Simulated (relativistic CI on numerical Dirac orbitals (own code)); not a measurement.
# Sn⁵⁺: how the levels respond to the fine-structure constant and the nuclear radius

How sensitive are the low transitions of Sn⁵⁺ to a change of α? Wanted is q = dE/dx with x = (α/α0)² − 1, and the field-shift factor by the mean square nuclear radius, for the lowest 30 levels.

Program: relativistic CI on numerical Dirac orbitals (own code) version 3. Level of theory: Dirac-Coulomb-Breit CI, KLI orbitals optimised for each configuration, valence Slater integrals scaled by 0.85, P86 correlation energy added to each configuration, derivatives by finite differences. These are calculated values, not measurements, unless marked.

### Step 1. What is computed

* ion: Sn⁵⁺ (Sn VI)
* nuclear charge: 50
* electrons: 45
* isotope: A = 120
* first configuration: [Kr] 4d9

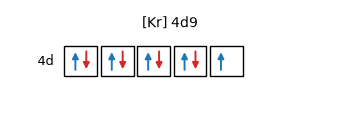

Occupation of the outer shells (arrows by Hund's rule).

### Step 2. Levels and derivatives

Settings, as recorded:

```ini
atom Sn  Z=50  charge=5  electrons=45
nucleus A=120  rms_radius_fm=4.6519
hamiltonian dirac-coulomb  breit=on  qed=off  c_scale=1
orbitals kli  potential=per-configuration
slater_scale 0.85
correlation p86
mixing on
configurations
  [Kr] 4d9
  [Kr] 4d8 5s
  [Kr] 4d8 4f
  [Kr] 4d8 5p
  [Ar] 3d10 4s2 4p5 4d10
  [Kr] 4d8 5d
  [Kr] 4d7 5s2
  [Kr] 4d8 5f
end
derivatives alpha2 +-0.01 radius +-1%
```

Main fields of the result record, rounded:

```text
status: converged
levels [i, E_cm, J2, conf, term, w_term]:
  - [0, 0, 5, "4p6 4d9", "2D", 0.9995]
  - [1, 8434.656, 3, "4p6 4d9", "2D", 0.9995]
  - [2, 224852.56, 9, "4p6 4d8 5s", "4F", 0.9863]
  - [3, 228911.3, 7, "4p6 4d8 5s", "4F", 0.8027]
  - [4, 233417.66, 5, "4p6 4d8 5s", "4F", 0.9104]
  - [5, 235015.27, 3, "4p6 4d8 5s", "4F", 0.7932]
  - [6, 237134.32, 7, "4p6 4d8 5s", "2F", 0.794]
  - [7, 239549.31, 5, "4p6 4d8 5s", "2D", 0.3346]
  - [8, 244848.54, 5, "4p6 4d8 5s", "2F", 0.4981]
  - [9, 245516.16, 3, "4p6 4d8 5s", "4P", 0.4661]
  - [10, 248327.77, 1, "4p6 4d8 5s", "4P", 0.9667]
  - [11, 250026, 3, "4p6 4d8 5s", "4P", 0.5255]
  - [12, 253746.14, 5, "4p6 4d8 5s", "2D", 0.6067]
  - [13, 255639.56, 9, "4p6 4d8 5s", "2G", 0.9856]
  - [14, 255838.66, 7, "4p6 4d8 5s", "2G", 0.9754]
  - [15, 257241.3, 1, "4p6 4d8 5s", "2P", 0.9743]
  - [16, 257265.92, 3, "4p6 4d8 5s", "2P", 0.7246]
  - [17, 290321.23, 1, "4p6 4d8 5s", "2S", 0.9428]
  - [18, 310455.88, 7, "4p6 4d8 5p", "4D*", 0.7985]
  - [19, 313999.06, 9, "4p6 4d8 5p", "4G*", 0.4137]
  - [20, 317796.36, 5, "4p6 4d8 5p", "4D*", 0.791]
  - [21, 320084.26, 7, "4p6 4d8 5p", "4G*", 0.6697]
  - [22, 320937.4, 11, "4p6 4d8 5p", "4G*", 0.9822]
  - [23, 321425.91, 5, "4p6 4d8 5p", "4G*", 0.5444]
  - [24, 322082.06, 3, "4p6 4d8 5p", "2D*", 0.352]
  - [25, 323945.07, 3, "4p6 4d8 5p", "4D*", 0.7289]
  - [26, 324507.32, 9, "4p6 4d8 5p", "4F*", 0.7113]
  - [27, 325691.7, 1, "4p6 4d8 5p", "4D*", 0.8601]
  - [28, 326053.54, 7, "4p6 4d8 5p", "2F*", 0.58]
  - [29, 327060.18, 5, "4p6 4d8 5p", "2D*", 0.4908]
sensitivity [i, q_alpha_cm, field_shift_GHz_per_fm2]:
  - [0, 0, 0]
  - [1, 8249, 0.1153]
  - [2, -2.929e+04, 19.85]
  - [3, -2.667e+04, 19.68]
  - [4, -2.188e+04, 19.91]
  - [5, -2.252e+04, 19.87]
  - [6, -2.319e+04, 19.09]
  - [7, -2.763e+04, 19.43]
  - [8, -2.055e+04, 19.46]
  - [9, -2.374e+04, 19.73]
  - [10, -2.303e+04, 19.97]
  - [11, -2.039e+04, 19.79]
  - [12, -1.505e+04, 19.72]
  - [13, -2.247e+04, 19.69]
  - [14, -2.217e+04, 19.66]
  - [15, -2.151e+04, 19.04]
  - [16, -1.849e+04, 19.24]
  - [17, -1.918e+04, 19.83]
  - [18, -2.197e+04, 3.301]
  - [19, -2.281e+04, 3.323]
  - [20, -1.481e+04, 3.295]
  - [21, -1.512e+04, 3.385]
  - [22, -1.281e+04, 3.078]
  - [23, -1.739e+04, 3.406]
  - [24, -1.906e+04, 3.379]
  - [25, -1.134e+04, 3.285]
  - [26, -1.268e+04, 3.078]
  - [27, -8670, 3.279]
  - [28, -1.268e+04, 3.164]
  - [29, -1.228e+04, 3.303]
n_levels_all: 30
configurations [conf, odd, states]:
  - ["4p6 4d9", 0, 10]
  - ["4p6 4d8 5s", 0, 90]
  - ["4p6 4d8 4f", 1, 630]
  - ["4p6 4d8 5p", 1, 270]
  - ["4p5 4d10", 1, 6]
  - ["4p6 4d8 5d", 0, 450]
  - ["4p6 4d7 5s2", 0, 120]
  - ["4p6 4d8 5f", 1, 630]
```

Run time: 5.6 s. Hardware: 1 thread, shared host.

The relative sensitivity K = 2q/E of the transition from the lowest level:

```
                                 level  energy (cm⁻¹)  q (cm⁻¹)       K  field shift (GHz/fm²)
                             4d9 2D3/2         8434.7      8249   1.956                  0.115
                          4d8 5s 4F9/2         224853    -29290  -0.261                   19.8
                          4d8 5s 4F7/2         228911    -26670  -0.233                   19.7
                          4d8 5s 4F5/2         233418    -21880  -0.187                   19.9
                          4d8 5s 4F3/2         235015    -22520  -0.192                   19.9
                          4d8 5s 2F7/2         237134    -23190  -0.196                   19.1
             4d8 5s [4d5/2^4 5s] J=5/2         239549    -27630  -0.231                   19.4
4d8 5s [4d3/2^3 4d5/2^5 5s] J=5/2 (ii)         244849    -20550  -0.168                   19.5
                     4d8 5s 4P3/2 + 2D         245516    -23740  -0.193                   19.7
                          4d8 5s 4P1/2         248328    -23030  -0.185                     20
                     4d8 5s 4P3/2 (ii)         250026    -20390  -0.163                   19.8
                     4d8 5s 2D5/2 (ii)         253746    -15050  -0.119                   19.7
                          4d8 5s 2G9/2         255640    -22470  -0.176                   19.7
                          4d8 5s 2G7/2         255839    -22170  -0.173                   19.7
                          4d8 5s 2P1/2         257241    -21510  -0.167                     19
                          4d8 5s 2P3/2         257266    -18490  -0.144                   19.2
                          4d8 5s 2S1/2         290321    -19180  -0.132                   19.8
```

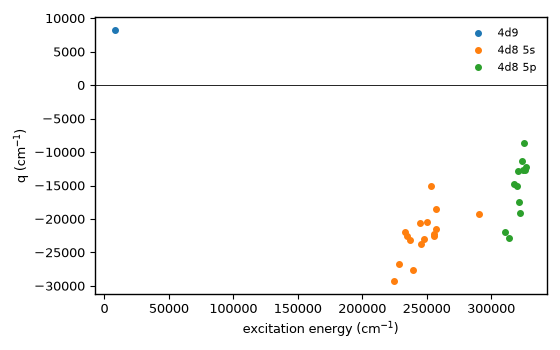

q against excitation energy, by configuration.

### Step 3. What came out

| quantity | value |
| --- | --- |
| lowest level | 4d9 2D5/2 |
| largest q in size, lowest 30 levels | -29290 cm⁻¹ (4d8 5s 4F9/2) |
| largest K in size within the lowest configuration | 1.96 (4d9 2D3/2) |
| largest field-shift factor among them | 20 GHz/fm² (4d8 5s 4P1/2) |

In words: Among these levels the largest q belongs to 4d8 5s 4F9/2, a change of configuration. The fine-structure partner 2D3/2 has K = 1.96, close to the 2 of an interval that scales as α². K = 2q/E, the relative sensitivity of a level, hangs on the computed energy: between configurations that lie close it can be off by a factor of several.
